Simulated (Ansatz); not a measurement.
## Electronic structure of GaH$_{6}$O$_{3}$P in real space

The calculation's input:

```
crystal:
  periodic: [false, false, false]
  atoms:
    - {symbol: Ga, position_ang: [0.764724, -0.577411, 0.453757]}
    - {symbol: O, position_ang: [-1.909895, -0.005472, 2.432004]}
    - {symbol: O, position_ang: [-0.623489, 0.739012, 0.306248]}
    - {symbol: O, position_ang: [-0.254163, -1.728307, 1.771637]}
    - {symbol: P, position_ang: [-1.680679, 1.080810, 1.396542]}
    - {symbol: H, position_ang: [-0.990903, -1.109767, 2.176528]}
    - {symbol: H, position_ang: [-1.303498, 2.309929, 2.001253]}
    - {symbol: H, position_ang: [-2.867083, 1.425148, 0.698365]}
    - {symbol: H, position_ang: [0.782633, -1.431325, -0.856583]}
    - {symbol: H, position_ang: [1.942430, 0.016846, 1.289895]}
    - {symbol: H, position_ang: [-0.704779, -2.485152, 1.379332]}
basis:
  gaussian:
    orbitals: def2-SVPD
hamiltonian:
  xc: pbe0
output:
  forces: true
  orbitals: {seedname: orbitals}
```

Run with:

```sh
ansatz run input.yaml --threads 2 --pin off --max-ram 5220MiB --events-out events.jsonl --progress --plain --runs-dir runs
```

Geometry: PBE0-D4/def2-SVP.

Computed with isolated molecule in a Gaussian basis; Kohn-Sham density functional theory, functional PBE0 in Ansatz 0.2.0.

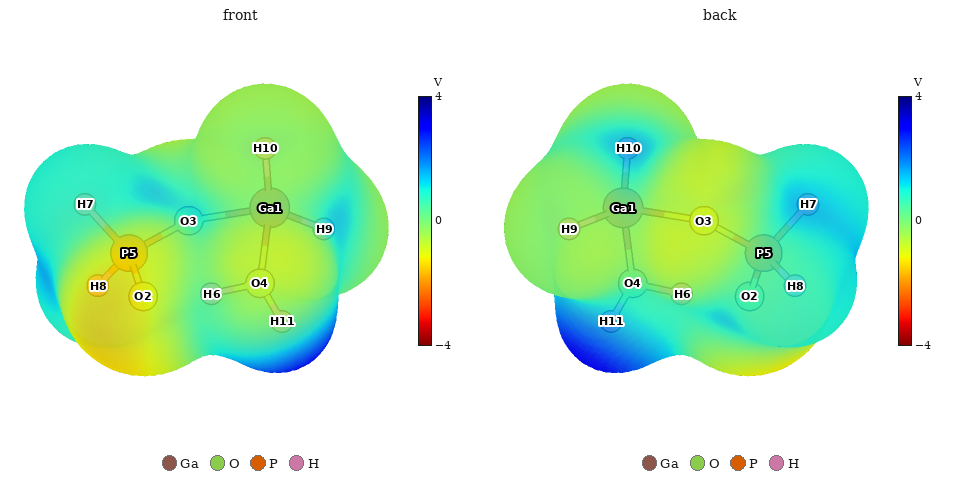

Figure 1. The electrostatic potential painted on the density surface at 0.002 e/bohr³, seen from the front and from behind; red is negative and blue positive.

Question: Which sites attract a positive test charge, and which a negative one?

Answer: A positive charge is drawn to the negative regions and a negative charge to the positive ones. The most negative region (about −1.5 V) lies over O2, the most positive (about +3.1 V) over H11. O2 is the likeliest acceptor of a hydrogen bond.

Question: How polar is the molecule by this calculation?

Answer: Its dipole moment is 1.36 D.

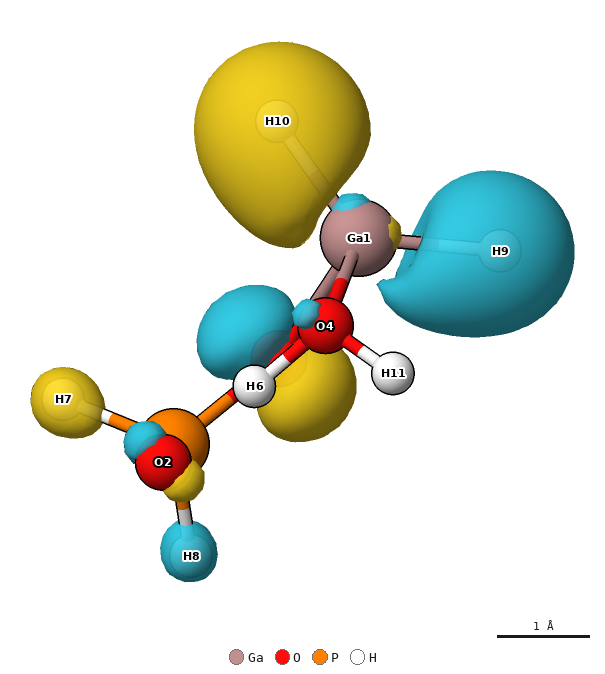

Figure 2. The HOMO at ±0.15 Å⁻³ᐟ² (yellow and cyan are the two phases), seen at an oblique angle.

Question: Describe this orbital and give its energy.

Answer: Its weight (Hirshfeld) is mainly on Ga1 (about 30 %), H10 (about 25 %), H9 (about 20 %) and O3 (about 15 %). Its energy is −8.19 eV.

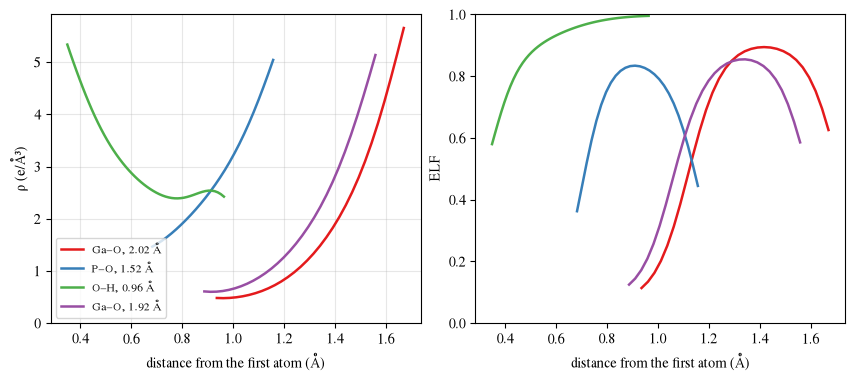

Figure 3. Electron density and electron localisation function along straight lines between neighbouring atoms. The curves leave out the atomic cores.

Question: What can be read from the curves?

Answer: Ga–O (2.02 Å): ρ at the midpoint is about 0.49 e/Å³; the ELF peaks at about 0.90 in the valence shell of O, 0.6 Å from its nucleus, and is about 0.20 at the midpoint.
P–O (1.52 Å): the density is about 1.7 e/Å³ at the midpoint; the ELF peaks at about 0.85 between the atoms, as expected for a short, strongly polar bond.
O–H (0.96 Å): the density is about 3.7 e/Å³ at the midpoint; the ELF climbs to about 1 towards the hydrogen, as it does in any bond to H: an ordinary covalent bond to hydrogen.
Ga–O (1.92 Å): ρ is about 0.62 e/Å³ halfway; the ELF peaks at about 0.85 in the valence shell of O, 0.6 Å from its nucleus, and is about 0.20 at the midpoint.

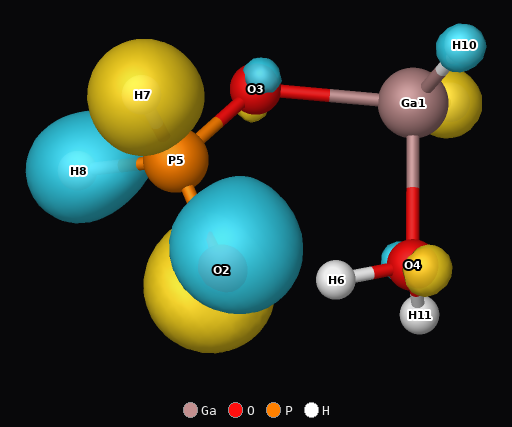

Figure 4. The HOMO−1 at ±0.15 Å⁻³ᐟ² (yellow and cyan are the two phases), seen at a tilt.

Question: Describe this orbital and give its energy.

Answer: Its weight (Hirshfeld) is mainly on O2 (about 50 %), P5 (about 15 %), H7 (about 10 %) and H8 (about 10 %). Its energy is −8.79 eV.
